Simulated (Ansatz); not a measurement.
# doublet [GeHCl3]+ at 6 levels

Wanted: a comparison of 6 runs (UHF/STO-3G, UB3LYP/cc-pVDZ, UBLYP/cc-pVDZ, UCAM-B3LYP/cc-pVDZ, UHSE06/cc-pVDZ, UB3LYP/6-31G*) of doublet [GeHCl3]+. 

Program for the calculation: Ansatz 0.2.0.

61 further runs of the same task are left out: 12 that didn't finish, 49 set aside as unsound or not needed. Runs told in other sessions of the task aren't counted.

## 1. The molecule

The species is [GeHCl3]+ (5 atoms), meant as a doublet with charge +1. SMILES of the parent species: `[Cl][GeH]([Cl])[Cl]`. The shape is that of a PBE0-D4/def2-TZVP optimisation. That shape belongs to the parent species and isn't relaxed for this state.

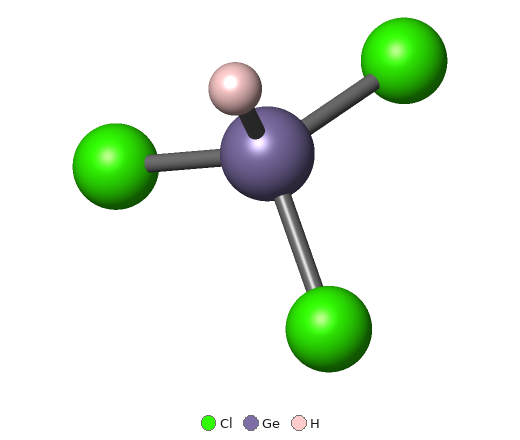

The structure, seen from a chosen angle (chlorine green, germanium purple, hydrogen pink).

## 2. The energy at UHF/STO-3G (run 1)

File input.yaml:

```yaml
crystal:
  periodic: [false, false, false]
  atoms:
    - {symbol: Cl, position_ang: [-1.177700, -0.012800, 1.700700]}
    - {symbol: Ge, position_ang: [0.102400, 0.090600, 0.006200]}
    - {symbol: Cl, position_ang: [1.117900, -1.767600, -0.185300]}
    - {symbol: Cl, position_ang: [-1.095100, 0.385600, -1.725800]}
    - {symbol: H, position_ang: [1.102600, 1.230700, 0.163000]}
basis:
  gaussian:
    orbitals: STO-3G
accuracy: high
total_charge: 1
output: {orbitals: {seedname: orbitals}}
magnetization:
  spin_polarized: true
  initial_magnetization: 1
hamiltonian:
  xc: hf
```

Command:

```console
ansatz run input.yaml --threads 1 --pin off --max-ram 3480MiB --events-out events.jsonl --progress --plain --runs-dir runs
```

Output:

```text
Warning: RAYON_NUM_THREADS=1 ignored (pool sized by the plan → 1); use --threads N
Functional definition: HF
  name "HF"
  exchange = exact_x
  correlation = 0
811 factors; integrals over basis functions are off by at most 8.7e-9 eV
mean field evaluation 1: about -92944.8130 eV, gradient 2.0e1 eV
mean field evaluation 2: about -92944.8596 eV, gradient 2.0e1 eV
mean field evaluation 4: about -92949.7138 eV, gradient 1.5e0 eV
mean field evaluation 8: about -92949.7786 eV, gradient 1.6e-2 eV
mean field evaluation 16: about -92949.7786 eV, gradient 2.5e-3 eV
mean field evaluation 32: about -92950.3997 eV, gradient 5.2e-1 eV
mean field evaluation 64: about -92950.3837 eV, gradient 1.3e-2 eV
mean field evaluation 96: about -92949.7006 eV, gradient 4.1e-1 eV
mean field evaluation 128: about -92949.9596 eV, gradient 7.9e-1 eV
mean field evaluation 160: about -92949.2546 eV, gradient 6.7e-1 eV
mean field evaluation 192: about -92950.3251 eV, gradient 1.7e0 eV
mean field evaluation 224: about -92950.3836 eV, gradient 1.4e-2 eV
mean field evaluation 256: about -92946.3279 eV, gradient 8.6e0 eV
mean field evaluation 288: about -92949.7786 eV, gradient 4.1e-3 eV
mean field evaluation 320: about -92950.1325 eV, gradient 1.4e0 eV
mean field -92950.42349563 eV, -3415.8650594044 hartree, gradient 2.6e-8 eV, S^2 0.752236; 8 other end points of the search recorded, 0 dependent functions left out
reference -92950.42349563 eV, -3415.8650594044 hartree; 42, 41 occupied and 4, 5 virtual orbitals, 811 factors
Total energy: -92950.42349563 eV, -3415.8650594044 hartree
```

Wall time 14 s (1 thread of Arm Neoverse N1, shared host); peak memory 0.17 GiB.

## 3. The energy at UB3LYP/cc-pVDZ (run 2)

File in.yaml:

```yaml
basis:
  gaussian:
    orbitals: cc-pVDZ
crystal:
  periodic: [false, false, false]
  atoms:
    - {symbol: Cl, position_ang: [-1.177700, -0.012800, 1.700700]}
    - {symbol: Ge, position_ang: [0.102400, 0.090600, 0.006200]}
    - {symbol: Cl, position_ang: [1.117900, -1.767600, -0.185300]}
    - {symbol: Cl, position_ang: [-1.095100, 0.385600, -1.725800]}
    - {symbol: H, position_ang: [1.102600, 1.230700, 0.163000]}
total_charge: 1
magnetization:
  spin_polarized: true
  initial_magnetization: 1
hamiltonian:
  xc: {name: B3LYP}
accuracy: high
output: {orbitals: {seedname: orbitals}}
```

Command:

```console
ansatz run in.yaml --threads 1 --pin off --max-ram 3480MiB --events-out events.jsonl --progress --plain --runs-dir runs
```

Output, shortened:

```text
Warning: RAYON_NUM_THREADS=1 ignored (pool sized by the plan → 1); use --threads N
Functional definition: B3LYP
  name "B3LYP"
[...]
1924 factors; integrals over basis functions are off by at most 4.6e-9 eV
[...]
mean field -94096.43112818 eV, -3457.9800631089 hartree, gradient 2.2e-8 eV, S^2 0.754154; 10 other end points of the search recorded, 0 dependent functions left out
reference -94096.43116721 eV, -3457.9800645430 hartree; 42, 41 occupied and 44, 45 virtual orbitals, 1924 factors
Total energy: -94096.43116721 eV, -3457.9800645430 hartree
```

It took 2.3 min on 1 thread of Arm Neoverse N1, shared host; peak memory 0.68 GiB.

Runs 3 to 5 aren't shown in full; the table further down has their settings and results.

## 4. A single-point energy at UB3LYP/6-31G(d) (spherical functions) (run 6)

File input.yaml:

```yaml
basis:
  gaussian: {orbitals: 6-31G_st_-spherical.json}
crystal:
  periodic: [false, false, false]
  atoms:
    - symbol: Cl
      position_ang: [-1.177700, -0.012800, 1.700700]
    - symbol: Ge
      position_ang: [0.102400, 0.090600, 0.006200]
    - symbol: Cl
      position_ang: [1.117900, -1.767600, -0.185300]
    - symbol: Cl
      position_ang: [-1.095100, 0.385600, -1.725800]
    - symbol: H
      position_ang: [1.102600, 1.230700, 0.163000]
total_charge: 1
magnetization: {spin_polarized: true, initial_magnetization: 1}
hamiltonian: {xc: {name: B3LYP}}
accuracy: high
output: {orbitals: {seedname: orbitals}}
```

The basis set 6-31G* is read from a file made from the Basis Set Exchange's data (not shown).

Command:

```console
ansatz run input.yaml --threads 1 --pin off --max-ram 3480MiB --events-out events.jsonl --progress --plain --runs-dir runs
```

Output, shortened:

```text
Warning: RAYON_NUM_THREADS=1 ignored (pool sized by the plan → 1); use --threads N
Functional definition: B3LYP
  name "B3LYP"
[...]
1771 factors; integrals over basis functions are off by at most 5.9e-9 eV
[...]
mean field -94087.45369986 eV, -3457.6501487032 hartree, gradient 9.5e-9 eV, S^2 0.754286; 10 other end points of the search recorded, 0 dependent functions left out
reference -94087.45373871 eV, -3457.6501501308 hartree; 42, 41 occupied and 46, 47 virtual orbitals, 1771 factors
Total energy: -94087.45373871 eV, -3457.6501501308 hartree
```

It took 1.9 min on 1 thread of Arm Neoverse N1, shared host; peak memory 0.62 GiB.

## 5. The series

```csv
run,level,energy (Eh),HOMO energy (eV),LUMO energy (eV),⟨S²⟩,wall time
1,UHF/STO-3G,-3415.865059,-16.52,-9.31,0.752,14 s
2,UB3LYP/cc-pVDZ,-3457.980065,-14.95,-13.55,0.754,2.3 min
3,UBLYP/cc-pVDZ,-3457.953119,-13.63,-13.56,0.752,53 s
4,UCAM-B3LYP/cc-pVDZ,-3458.035965,-16.23,-12.79,0.757,2.7 min
5,UHSE06/cc-pVDZ,-3457.157261,-14.83,-13.87,0.755,2 min
6,UB3LYP/6-31G* (spherical functions),-3457.650150,-14.98,-13.57,0.754,1.9 min
```

## 6. Summary of results

| quantity | value |
| --- | --- |
| run 6: total energy | -3457.65015 Eh |
| run 6: HOMO energy (highest over α and β) | -14.98 eV |
| run 6: LUMO energy (lowest over α and β) | -13.57 eV |
| run 6: ⟨S²⟩ | 0.754 |

**Reading.** Totals of different functionals can't be ranked against each other. In run 1 the basis is minimal, so the values are rough. All runs together took 10 min, the longest 2.7 min.
